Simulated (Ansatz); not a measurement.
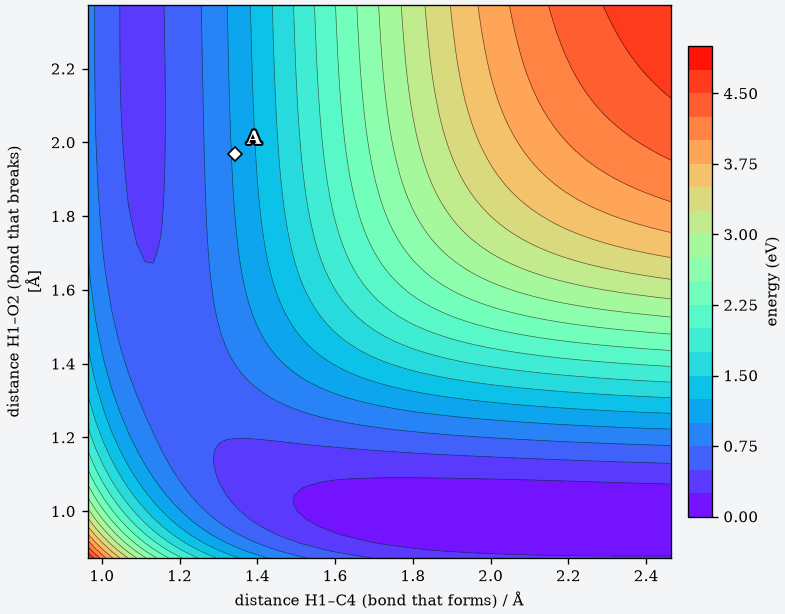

The reacting system CH₇OSi (fragments H₄OSi + CH₃ where the first distance is long, CH₄ + H₃OSi where the second is long), spin multiplicity 2. 
- The first coordinate is: distance H1–C4 (bond that forms); the second: distance H1–O2 (bond that breaks).
- Relaxed at each point: all other coordinates.
- The scan uses a 10 × 10 grid.
- Points are written as (first, second).
- Energies are in eV, from the lowest grid point.
- In part of the range the unrestricted reference is strongly spin-contaminated.
- The calculation used UKS PBE0-D4/def2-SVP in Ansatz.

Drawn: filled contours, the point A. Between grid points the surface is interpolated.

Question: Which way does the force act at A, and how strong is it?

Answer: A, at (1.343 Å, 1.969 Å), is not a stationary point. The computed force is 3.9 eV for each Å towards smaller values of the first coordinate and 0.17 eV for each Å towards smaller values of the second coordinate.
